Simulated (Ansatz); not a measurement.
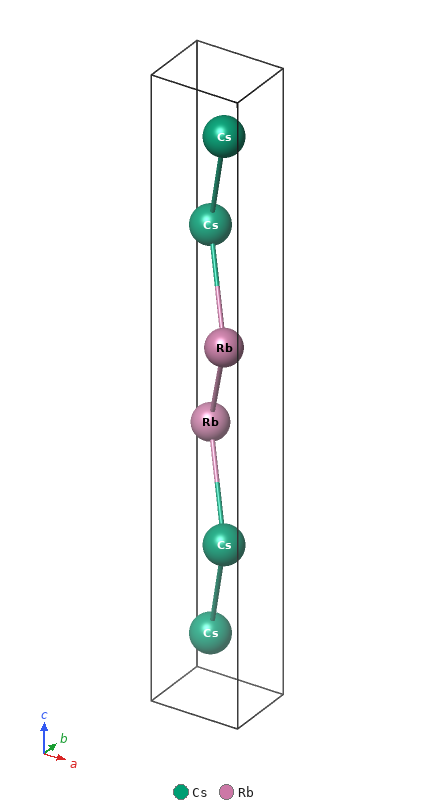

An orthographic ball-and-stick view of the structure, slightly off an axis. The parallelepiped is the conventional unit cell.

Cs2Rb, space group P-3m1 (No. 164), a = 5.336 Å, b = 5.336 Å, c = 25.942 Å, α = 90.00°, β = 90.00°, γ = 120.00°. It derives from a structure type filled with these elements by a generator (whether the compound takes this form wasn't checked). Earlier steps of the study may have refined or changed the cell and positions. An electronic-structure calculation with Ansatz was run on it.

This one geometry was computed with Ansatz (DFT, plane waves, PAW) at three levels of theory: PBE, PBEsol and r2SCAN.

> How does the band gap change with the level of theory?

All levels give a metal.

> Collect the results in a table.

| level | cutoff (eV) | k-mesh of the run's cell | gap (eV) | pressure (GPa) |
| --- | --- | --- | --- | --- |
| PBE | 420 | 12×12×2 | metal | 0.0 |
| PBEsol | 420 | 12×12×2 | metal | -0.1 |
| r2SCAN | 500 | 12×12×2 | metal | 0.2 |

Gaps are taken on the k-mesh or band path of each run.
